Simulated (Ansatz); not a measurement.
BH3O···H2O

Input

```
crystal:
  periodic: [false, false, false]
  atoms:
    - { symbol: B, position_ang: [-0.090332, -0.297669, -0.118765] }
    - { symbol: H, position_ang: [-0.047539, -0.609909, 1.047048] }
    - { symbol: O, position_ang: [1.011009, -0.415358, -0.921202] }
    - { symbol: H, position_ang: [1.804597, -0.687731, -0.427462] }
    - { symbol: H, position_ang: [-1.138014, -0.00661, -0.662387] }
    - { symbol: O, position_ang: [-0.000947, 1.98784, 1.133718] }
    - { symbol: H, position_ang: [0.967918, 2.053941, 1.240437] }
    - { symbol: H, position_ang: [-0.202591, 1.154196, 1.631714] }
basis:
  gaussian: { orbitals: def2-SVP }
hamiltonian:
  xc: revpbe
  dispersion: d4
relax:
  f_tol: 0.03
  max_steps: 50
output:
  orbitals: {}
```

Command:

```sh
ansatz run input.yaml --threads 2 --pin off --max-ram 3072MiB --backend cpu --events-out ev --progress --plain --runs-dir out
```

The fields are those of the relaxed geometry.

The calculation used RKS revPBE-D4/def2-SVP (Ansatz 0.2.0).

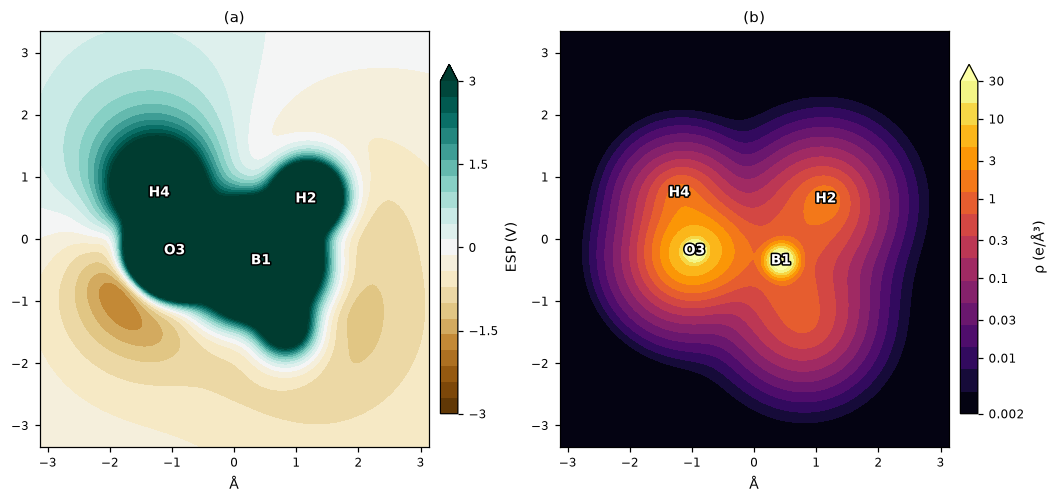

Figure 1. (a) molecular electrostatic potential; (b) electron density on the plane of atoms H2, B1 and O3.

Question: Read the bonding off the picture.

Answer:
- The plane passes through B, H and O nuclei.
- B–O (1.40 Å): the density is about 1.9 e/Å³ at the midpoint.
- O–H (0.97 Å): ρ is about 3.6 e/Å³ halfway.
- B–H (1.23 Å): the density is about 1.1 e/Å³ at the midpoint.
- Outside the dense part of the complex the potential is most negative (−1.8 V) near O3.

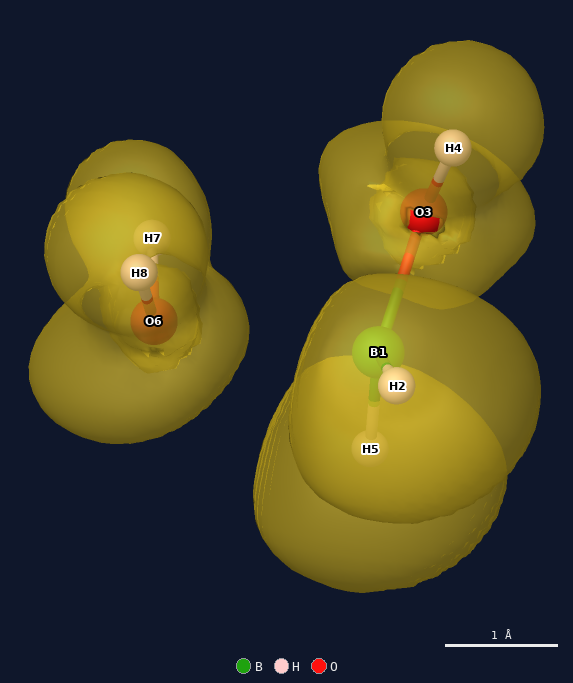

Figure 2. Isosurface of the ELF at 0.75 (yellow), seen across its widest extent. Only the valence region is drawn (cores and ρ < 0.01 e/Å³ removed).

Question: What do the ELF domains correspond to?

Answer: At this value the surface marks out two regions around hydrogen nuclei and two joined regions spread over several atoms (H, O), in which their bonds and any lone pairs are merged.


B1···O6 (2.03 Å): the ELF peaks at about 0.90 in the valence shell of O, 0.6 Å from its nucleus, and is about 0.50 at the midpoint. B–O (1.40 Å): the ELF peaks at about 0.90 between the atoms: a polar covalent bond.

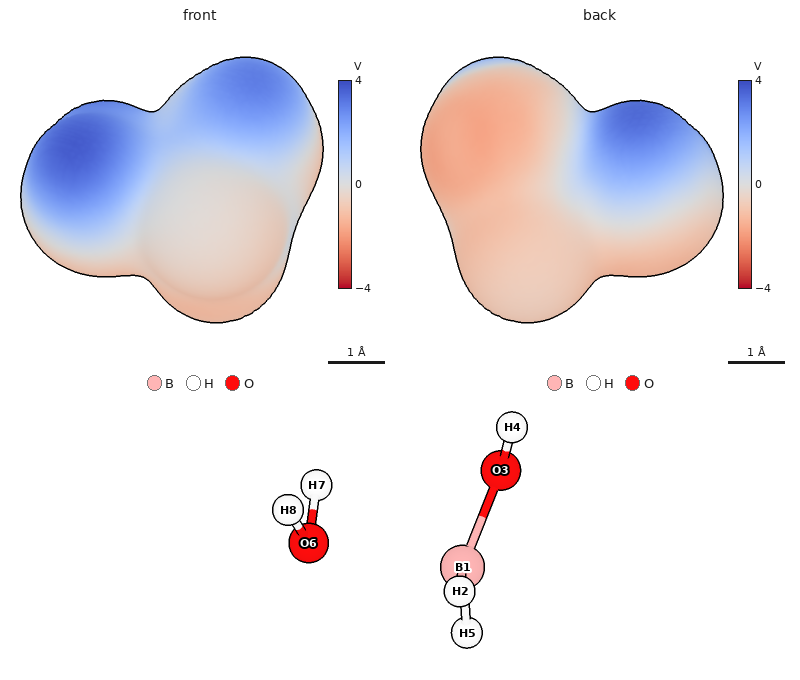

Figure 3. The molecular electrostatic potential painted on the density surface at 0.004 e/bohr³, seen from the front and from behind; red is negative and blue positive. The bare structure is drawn below in the same view.

Question: Describe the electrostatic potential map.

Answer: The most negative region (about −1.7 V) lies over O3, the most positive (about +3.6 V) over H8. O3 is the likeliest acceptor of a hydrogen bond.
